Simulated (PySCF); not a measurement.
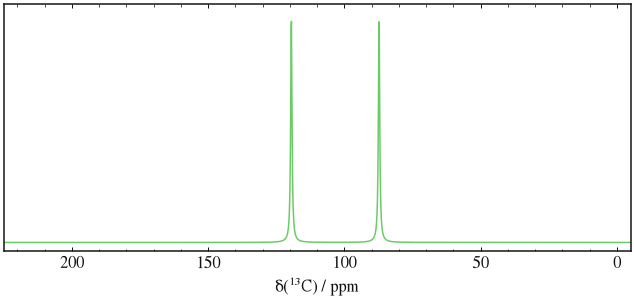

GIAO shifts, BP86/pcSseg-1 in PySCF, at a PBE0-D3(BJ)/def2-SVP geometry (no frequency check), against TMS for ¹³C computed at the same level. Gas phase, fully decoupled, line heights follow the number of nuclei, widths are arbitrary (no quadrupolar broadening); values of one conformer, averaged over nuclei that symmetry or rotation about single bonds exchange, these motions taken as fast; other conformers aren't averaged in.

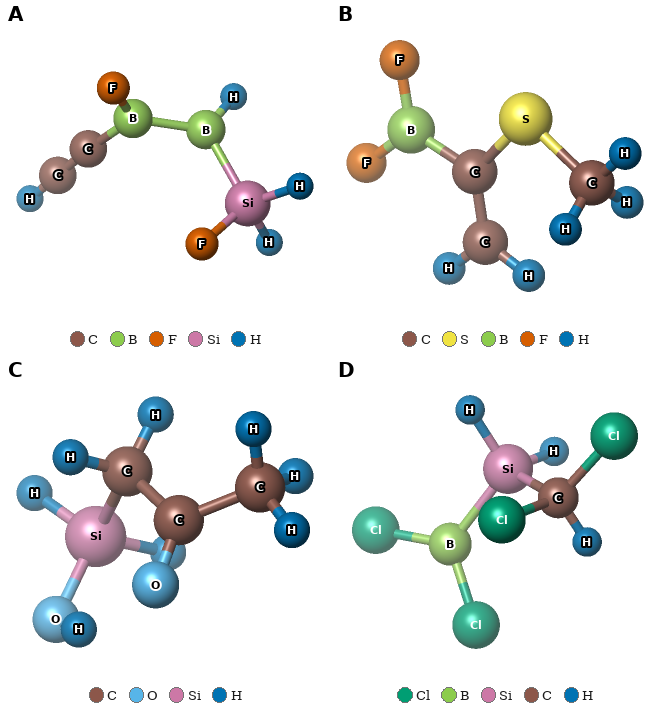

Which structure fits the spectrum? Choose among the lettered structures.

Structure A, C₂H₄B₂F₂Si, SMILES C#CB(F)B[SiH2]F. Its ¹³C signals: 119.5 (1 C), 87.3 (1 C) ppm.
